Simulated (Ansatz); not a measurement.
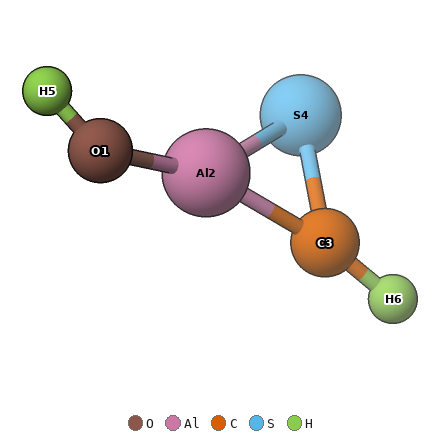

The system is CH2AlOS, SMILES [OH][Al]1[CH][S]1, spin multiplicity 2; the picture shows the reference structure. 
- First axis: bond length O1–Al2. Second axis: bond length O1–H5.
- Nothing is relaxed (all other coordinates rigid).
- The grid has 9 × 9 points.
- Points are written as (first, second).
- All energies are given in kcal/mol relative to the relaxed molecule at the same level.
- Level of theory: UKS wB97X-V/def2-SVP (Ansatz 0.2.0).

Its coordinates:

```xyz
6

O     0.4183    1.0995   -1.6612
Al    0.0780    0.1830   -0.2959
C    -0.5362   -0.2108    1.3736
S     0.1720   -1.7432    0.7012
H     0.8395    0.8717   -2.4919
H    -0.9716   -0.2002    2.3742
```

Range: bond length O1–Al2 from 1.478 to 2.099 Å; bond length O1–H5 from 0.825 to 1.342 Å.

Question: What will the energy surface look like?

Answer: The lowest grid point is at (1.711 Å, 0.954 Å), 0.38 kcal/mol from the relaxed molecule at the same level. It is the only kind of minimum in the scanned range. The highest grid point, (2.099 Å, 1.342 Å), lies 77.4 kcal/mol above the lowest. Round the minimum the two coordinates are nearly uncoupled.

| bond length O1–H5 ↓, bond length O1–Al2 → | 1.478 | 1.555 | 1.633 | 1.711 | 1.788 | 1.866 | 1.944 | 2.021 | 2.099 |
| --- | --- | --- | --- | --- | --- | --- | --- | --- | --- |
| 1.342 | 66.6 | 52.1 | 45.6 | 44.8 | 47.8 | 53.5 | 60.8 | 69.0 | 77.7 |
| 1.278 | 56.6 | 42.0 | 35.5 | 34.8 | 37.9 | 43.6 | 51.0 | 59.3 | 68.1 |
| 1.213 | 46.6 | 32.0 | 25.6 | 24.9 | 28.1 | 33.9 | 41.3 | 49.7 | 58.6 |
| 1.148 | 37.3 | 22.8 | 16.4 | 15.8 | 19.0 | 24.8 | 32.3 | 40.8 | 49.8 |
| 1.084 | 29.5 | 15.0 | 8.6 | 8.0 | 11.3 | 17.2 | 24.8 | 33.3 | 42.4 |
| 1.019 | 23.8 | 9.3 | 2.9 | 2.4 | 5.7 | 11.7 | 19.3 | 27.9 | 37.1 |
| 0.954 | 21.7 | 7.2 | 0.9 | 0.4 | 3.7 | 9.8 | 17.5 | 26.1 | 35.3 |
| 0.889 | 25.4 | 10.8 | 4.5 | 4.1 | 7.5 | 13.6 | 21.3 | 30.0 | 39.3 |
| 0.825 | 37.5 | 23.0 | 16.7 | 16.3 | 19.8 | 25.9 | 33.7 | 42.4 | 51.8 |

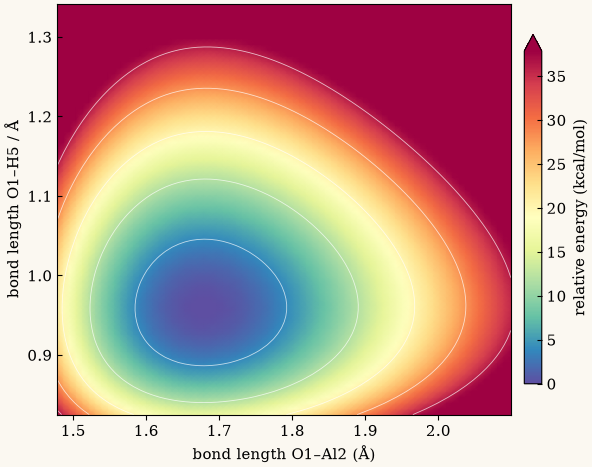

Drawn: a smooth colour map with a few white contour lines, one colour for all values above the top of the scale. Between grid points the surface is interpolated.

The whole map (81 points run) took 11 min on 1 thread of AMD EPYC 9R45 (Zen 5) (shared host).
